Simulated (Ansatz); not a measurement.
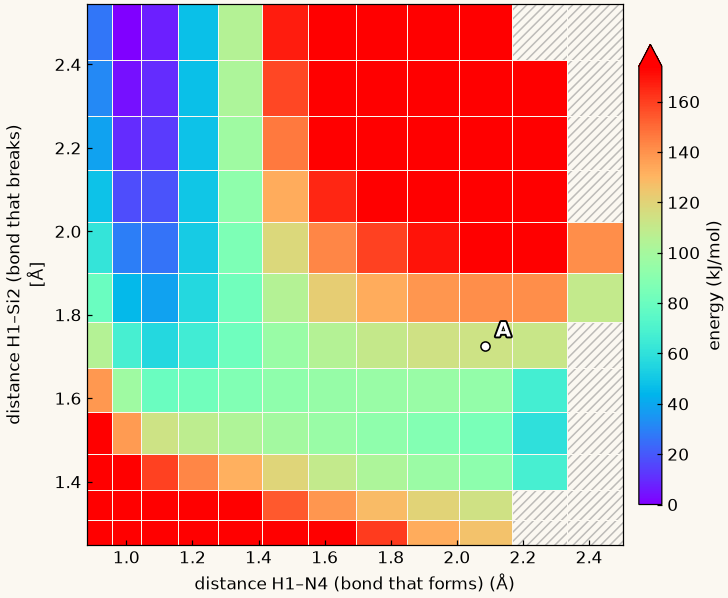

The reacting system H6NOSi (fragments H₄OSi + H₂N where the first distance is long, H₃N + H₃OSi where the second is long), spin multiplicity 2. The first coordinate is: distance H1–N4 (bond that forms); the second: distance H1–Si2 (bond that breaks). Relaxed at each point: all other coordinates. The scan uses a 12 × 12 grid. At 13 points there is no value. Points are written as (first, second). All energies are given in kJ/mol relative to the lowest grid point. Energies and slopes of some neighbouring points disagree (a jump in structure or state, or too coarse a mesh). These are results of UKS PBE0-D4/def2-SVP in Ansatz 0.2.0, not measurements.

Drawn: one coloured cell a grid point, one colour for all values above the top of the scale, hatched blanks where no value was computed, the point A.

**Is A at rest? If not, where is it pushed?**

A, at (2.085 Å, 1.726 Å), is not a stationary point. The computed force is 5.5 kJ/mol for each Å towards larger values of the first coordinate and 220 kJ/mol for each Å towards smaller values of the second coordinate.
